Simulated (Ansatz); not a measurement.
# C₄H₈Ge: single points with varied inputs, part 2 of 2

Ansatz 0.2.0, Gaussian basis; the settings change from run to run. Earlier steps stand in the parts before.

**8. B3LYP5/def2-SVPD**

Input file in.yaml:

```yaml
crystal:
  periodic: [false, false, false]
  atoms:
    - {symbol: C, position_ang: [-1.328524, -1.399377, 0.530457]}
    - {symbol: C, position_ang: [-0.031159, -1.589401, 0.322049]}
    - {symbol: Ge, position_ang: [1.300358, -0.174301, 0.373822]}
    - {symbol: C, position_ang: [0.542619, 1.519955, -0.203092]}
    - {symbol: C, position_ang: [-0.487752, 1.632250, -1.032644]}
    - {symbol: H, position_ang: [-2.037641, -2.222748, 0.509737]}
    - {symbol: H, position_ang: [-1.742766, -0.416154, 0.733981]}
    - {symbol: H, position_ang: [0.321155, -2.599461, 0.123623]}
    - {symbol: H, position_ang: [1.855597, -0.011800, 1.803666]}
    - {symbol: H, position_ang: [2.483441, -0.567387, -0.534296]}
    - {symbol: H, position_ang: [1.010215, 2.428036, 0.171952]}
    - {symbol: H, position_ang: [-0.868495, 2.601572, -1.343467]}
    - {symbol: H, position_ang: [-0.996650, 0.764017, -1.441086]}
basis:
  gaussian: {orbitals: def2-SVPD}
hamiltonian: {xc: {name: B3LYP5}}
output: {forces: true}
```

Launch:

```console
ansatz run in.yaml --threads 4 --pin off --events-out ev --progress --plain --max-ram 11315MiB
```

Output:

```text
Functional definition: B3LYP5
  name "B3LYP5"
  cite "Stephens, Devlin, Chabalowski & Frisch, J. Phys. Chem. 98, 11623 (1994) doi:10.1021/j100096a001"
  cite "Becke, Phys. Rev. A 38, 3098 (1988) doi:10.1103/PhysRevA.38.3098"
  cite "Lee, Yang & Parr, Phys. Rev. B 37, 785 (1988) doi:10.1103/PhysRevB.37.785"
  cite "Vosko, Wilk & Nusair, Can. J. Phys. 58, 1200 (1980) doi:10.1139/p80-159"
  parameter a0 = 0.2
  parameter ax = 0.72
  parameter ac = 0.81
  exchange = (1 - a0 - ax)*slater_x + ax*b88_x + a0*exact_x
  correlation = (1 - ac)*vwn5_c + ac*lyp_c
1622 factors; their error is unknown
mean field evaluation 1: about -60770.3061 eV, gradient 6.2e1 eV
mean field evaluation 2: about -60763.2146 eV, gradient 8.0e1 eV
mean field evaluation 4: about -60779.7735 eV, gradient 1.8e0 eV
mean field evaluation 8: about -60779.7861 eV, gradient 2.7e-2 eV
mean field evaluation 16: about -60779.8874 eV, gradient 1.2e-4 eV
mean field -60779.88738761 eV, -2233.6196634074 hartree, gradient 1.0e-5 eV, S^2 0.000000; 0 other end points of the search recorded, 0 dependent functions left out
the calculation of the forces begins
reference -60779.88767160 eV, -2233.6196738439 hartree; 32, 32 occupied and 150, 150 virtual orbitals, 1622 factors
Total energy: -60779.88767160 eV, -2233.6196738439 hartree
Atom 0 at    -1.328524    -1.399377     0.530457 Å, force    -0.426942     0.007167     0.069570 eV/Å
Atom 1 at    -0.031159    -1.589401     0.322049 Å, force     0.427784    -0.006449    -0.067552 eV/Å
Atom 2 at     1.300358    -0.174301     0.373822 Å, force     0.242894    -0.032517     0.071419 eV/Å
Atom 3 at     0.542619     1.519955    -0.203092 Å, force     0.325827    -0.089775     0.271211 eV/Å
Atom 4 at    -0.487752     1.632250    -1.032644 Å, force    -0.327242     0.088673    -0.271169 eV/Å
Atom 5 at    -2.037641    -2.222748     0.509737 Å, force    -0.178759    -0.188571    -0.000388 eV/Å
Atom 6 at    -1.742766    -0.416154     0.733981 Å, force    -0.123943     0.215116     0.054596 eV/Å
Atom 7 at     0.321155    -2.599461     0.123623 Å, force     0.083631    -0.257303    -0.040476 eV/Å
Atom 8 at     1.855597    -0.011800     1.803666 Å, force     0.033530     0.007740     0.060280 eV/Å
Atom 9 at     2.483441    -0.567387    -0.534296 Å, force     0.057285    -0.020101    -0.032585 eV/Å
Atom 10 at     1.010215     2.428036     0.171952 Å, force     0.117891     0.230306     0.083464 eV/Å
Atom 11 at    -0.868495     2.601572    -1.343467 Å, force    -0.098106     0.226180    -0.083104 eV/Å
Atom 12 at    -0.996650     0.764017    -1.441086 Å, force    -0.133851    -0.180467    -0.115266 eV/Å
Dipole moment:    -0.138464     0.017478    -0.040395 e Å
```

Wall time 5 s (4 threads of Intel Xeon Platinum 8375C at 2.90GHz, shared host); peak memory 0.54 GiB.

Largest force 0.434 eV/Å, dipole 0.70 D.

**9. RPBE/cc-pVDZ**

This run has high accuracy.

Changes to in.yaml since step 8:

```diff
@@ -17,4 +17,5 @@
 basis:
-  gaussian: {orbitals: def2-SVPD}
-hamiltonian: {xc: {name: B3LYP5}}
+  gaussian: {orbitals: cc-pVDZ}
+hamiltonian: {xc: {name: RPBE}}
+accuracy: high
 output: {forces: true}
```

The command is unchanged.

Output:

```text
Functional definition: RPBE
  name "RPBE"
  cite "Hammer, Hansen & Nørskov, Phys. Rev. B 59, 7413 (1999) doi:10.1103/PhysRevB.59.7413"
  cite "Perdew, Burke & Ernzerhof, Phys. Rev. Lett. 77, 3865 (1996) doi:10.1103/PhysRevLett.77.3865"
  parameter kappa = 0.804
  parameter beta = 0.06672455060314922
  exchange = rpbe_x(kappa = kappa, mu = beta*pi^2/3)
  correlation = pbe_c(beta = beta)
2962 factors; integrals over basis functions are off by at most 4.4e-9 eV
mean field evaluation 1: about -60780.3638 eV, gradient 6.5e1 eV
mean field evaluation 2: about -60763.6323 eV, gradient 9.9e1 eV
mean field evaluation 4: about -60791.7294 eV, gradient 8.7e0 eV
mean field evaluation 8: about -60791.9492 eV, gradient 2.7e-1 eV
mean field evaluation 16: about -60791.9494 eV, gradient 5.0e-5 eV
mean field -60791.94944766 eV, -2234.0629359381 hartree, gradient 7.3e-8 eV, S^2 0.000000; 0 other end points of the search recorded, 0 dependent functions left out
the calculation of the forces begins
reference -60791.94945182 eV, -2234.0629360911 hartree; 32, 32 occupied and 91, 91 virtual orbitals, 2962 factors
Total energy: -60791.94945182 eV, -2234.0629360911 hartree
Atom 0 at    -1.328524    -1.399377     0.530457 Å, force    -0.789001     0.086940     0.146455 eV/Å
Atom 1 at    -0.031159    -1.589401     0.322049 Å, force     0.820158    -0.046669    -0.104434 eV/Å
Atom 2 at     1.300358    -0.174301     0.373822 Å, force     0.199581    -0.028108     0.057779 eV/Å
Atom 3 at     0.542619     1.519955    -0.203092 Å, force     0.641194    -0.143461     0.500299 eV/Å
Atom 4 at    -0.487752     1.632250    -1.032644 Å, force    -0.611378     0.093189    -0.518596 eV/Å
Atom 5 at    -2.037641    -2.222748     0.509737 Å, force    -0.414463    -0.453995    -0.009358 eV/Å
Atom 6 at    -1.742766    -0.416154     0.733981 Å, force    -0.259362     0.510475     0.123216 eV/Å
Atom 7 at     0.321155    -2.599461     0.123623 Å, force     0.234275    -0.561091    -0.115443 eV/Å
Atom 8 at     1.855597    -0.011800     1.803666 Å, force     0.138662     0.033799     0.308750 eV/Å
Atom 9 at     2.483441    -0.567387    -0.534296 Å, force     0.270679    -0.087614    -0.185493 eV/Å
Atom 10 at     1.010215     2.428036     0.171952 Å, force     0.289861     0.495077     0.231606 eV/Å
Atom 11 at    -0.868495     2.601572    -1.343467 Å, force    -0.228010     0.540538    -0.184737 eV/Å
Atom 12 at    -0.996650     0.764017    -1.441086 Å, force    -0.292196    -0.439080    -0.250046 eV/Å
Dipole moment:    -0.134926     0.016700    -0.039199 e Å
```

It took 7 s on 4 threads of Intel Xeon Platinum 8375C at 2.90GHz, shared host; peak memory 0.45 GiB.

Largest force 0.828 eV/Å, dipole 0.68 D.

**10. r2SCAN/def2-TZVPD**

This run has charge -1, multiplicity 2, atoms shaken by 0.15 Å, density fitting with cc-pVTZ-jkfit, D4 dispersion.

Input file in.yaml:

```yaml
crystal:
  periodic: [false, false, false]
  atoms:
    - {symbol: C, position_ang: [-1.408869, -1.373833, 0.705761]}
    - {symbol: C, position_ang: [0.344447, -1.333877, 0.208901]}
    - {symbol: Ge, position_ang: [1.283901, 0.086292, 0.347754]}
    - {symbol: C, position_ang: [0.525634, 1.672028, -0.011727]}
    - {symbol: C, position_ang: [-0.520242, 1.595718, -1.291480]}
    - {symbol: H, position_ang: [-1.879983, -2.276139, 0.680484]}
    - {symbol: H, position_ang: [-1.606389, -0.405309, 0.665719]}
    - {symbol: H, position_ang: [0.257991, -2.862471, 0.131365]}
    - {symbol: H, position_ang: [2.041807, 0.150155, 1.750999]}
    - {symbol: H, position_ang: [2.449460, -0.110761, -0.524345]}
    - {symbol: H, position_ang: [0.974676, 2.333987, 0.316487]}
    - {symbol: H, position_ang: [-1.057684, 2.621495, -1.231602]}
    - {symbol: H, position_ang: [-0.926878, 0.635540, -1.465180]}
basis:
  gaussian: {orbitals: def2-TZVPD, fitting: {mean_field: cc-pVTZ-jkfit}}
total_charge: -1
magnetization: {spin_polarized: true, initial_magnetization: 1}
hamiltonian: {xc: {name: r2SCAN}, dispersion: d4}
output: {forces: true}
```

The command is unchanged.

Output:

```text
Functional definition: r2SCAN
  name "r2SCAN"
  cite "Furness, Kaplan, Ning, Perdew & Sun, J. Phys. Chem. Lett. 11, 8208 (2020) doi:10.1021/acs.jpclett.0c02405"
  cite "Furness, Kaplan, Ning, Perdew & Sun, J. Phys. Chem. Lett. 11, 9248 (2020) doi:10.1021/acs.jpclett.0c03077"
  parent r2scan
  parameter k0 = 0.174
  parameter k1 = 0.065
  parameter a1 = 4.9479
  exchange = r2scan_x(k0 = k0, k1 = k1, a1 = a1)
  correlation = r2scan_c
763 factors; integrals over basis functions are off by at most 3.6e-1 eV
mean field evaluation 1: about -60773.1172 eV, gradient 4.8e1 eV
mean field evaluation 2: about -60694.6211 eV, gradient 1.1e2 eV
mean field evaluation 4: about -60779.7829 eV, gradient 2.9e1 eV
mean field evaluation 8: about -60784.4290 eV, gradient 2.6e0 eV
mean field evaluation 16: about -60784.4745 eV, gradient 5.5e-1 eV
mean field evaluation 32: about -60784.4779 eV, gradient 3.7e-3 eV
mean field evaluation 64: about -60784.4678 eV, gradient 3.4e-1 eV
mean field evaluation 96: about -60783.5533 eV, gradient 1.1e1 eV
mean field -60784.47792083 eV, -2233.7883623916 hartree, gradient 6.0e-6 eV, S^2 0.762729; 9 other end points of the search recorded, 0 dependent functions left out
the calculation of the forces begins
reference -60784.47794535 eV, -2233.7883632927 hartree; 33, 32 occupied and 241, 242 virtual orbitals, 763 factors
Total energy: -60784.56854636 eV, -2233.7916928185 hartree
Atom 0 at    -1.408869    -1.373833     0.705761 Å, force     8.712374    -0.317614    -1.557883 eV/Å
Atom 1 at     0.344447    -1.333877     0.208901 Å, force   -10.151231   -10.340931     1.167294 eV/Å
Atom 2 at     1.283901     0.086292     0.347754 Å, force     3.814450     1.266070     2.085860 eV/Å
Atom 3 at     0.525634     1.672028    -0.011727 Å, force   -11.723698   -10.984456   -10.475747 eV/Å
Atom 4 at    -0.520242     1.595718    -1.291480 Å, force     3.553602     4.148484     5.969710 eV/Å
Atom 5 at    -1.879983    -2.276139     0.680484 Å, force    -1.420491    -1.934248    -0.156321 eV/Å
Atom 6 at    -1.606389    -0.405309     0.665719 Å, force    -2.255019     3.864771     0.183730 eV/Å
Atom 7 at     0.257991    -2.862471     0.131365 Å, force     1.533865     4.489905    -0.002614 eV/Å
Atom 8 at     2.041807     0.150155     1.750999 Å, force    -0.183267     0.175002    -0.014859 eV/Å
Atom 9 at     2.449460    -0.110761    -0.524345 Å, force     1.585706    -0.149026    -1.138248 eV/Å
Atom 10 at     0.974676     2.333987     0.316487 Å, force     6.861661    12.475749     5.205252 eV/Å
Atom 11 at    -1.057684     2.621495    -1.231602 Å, force     0.376957    -2.009509    -1.030533 eV/Å
Atom 12 at    -0.926878     0.635540    -1.465180 Å, force    -0.704910    -0.684195    -0.235641 eV/Å
Dipole moment:     0.270123     0.273796     0.086778 e Å
```

Wall time 41 s (4 threads of Intel Xeon Platinum 8375C at 2.90GHz, shared host); peak memory 0.82 GiB.

Largest force 19.179 eV/Å, ⟨S²⟩ 0.763.

**11. All runs side by side**

| level | charge | multiplicity | geometry | functions | energy (eV) | time |
| --- | --- | --- | --- | --- | --- | --- |
| PBEsol/def2-mTZVPP | 0 | 1 | relaxed | 152 | -60722.103 | 2 s |
| r2SCAN0/def2-mTZVP | -1 | 2 | relaxed | 136 | -60790.898 | 25 s |
| PBE0/cc-pVTZ | 0 | 1 | relaxed, point charge | 275 | -60785.187 | 28 s |
| RPA/def2-mTZVPP | 0 | 1 | relaxed | 152 | -61221.846 | 3.9 s |
| PBE0-DH/def2-TZVPP | 0 | 1 | relaxed | 284 | -60781.664 | 22 s |
| CAM-B3LYP/STO-3G | 0 | 1 | relaxed | 46 | -60090.836 | 0.7 s |
| B3LYP5/def2-SVPD | 0 | 1 | relaxed | 182 | -60779.888 | 5 s |
| RPBE/cc-pVDZ | 0 | 1 | relaxed | 123 | -60791.949 | 7 s |
| r2SCAN/def2-TZVPD | -1 | 2 | shaken | 274 | -60784.569 | 41 s |

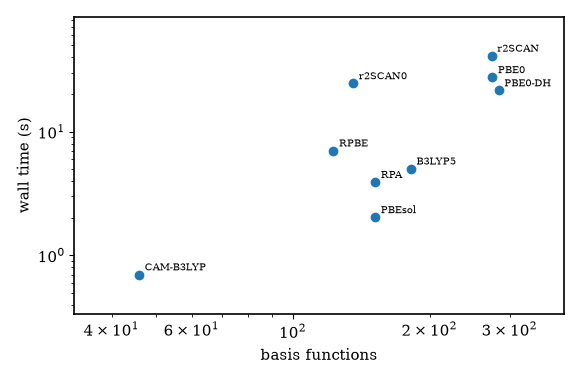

Wall time against the number of basis functions (shared host).

**12. What came out**

What follows sums up all 2 parts.

```
                                         quantity                    value
                                             runs                        9
                                         quickest  CAM-B3LYP/STO-3G, 0.7 s
                                          slowest  r2SCAN/def2-TZVPD, 41 s
spread of total energies, same state and geometry                1131.0 eV
                  dipole, same state and geometry           0.68 to 0.72 D
```

In words: r2SCAN/def2-TZVPD took 59 times as long as CAM-B3LYP/STO-3G. The jobs differ in tasks and options as well as level. The totals spread over 1131 eV; they can't be compared across methods or bases. Some of these runs are scalar-relativistic and others not, which shifts the totals of all-electron atoms past neon by several eV an atom and more; core potentials, where a basis has them, take the core out of the total altogether. At the PBE0-D4/def2-TZVP geometry and in the same state, the sound runs without point charges leave forces up to 0.83 eV/Å (RPBE/cc-pVDZ). At that geometry and state the dipole changes by 6 % between the lowest and highest value.
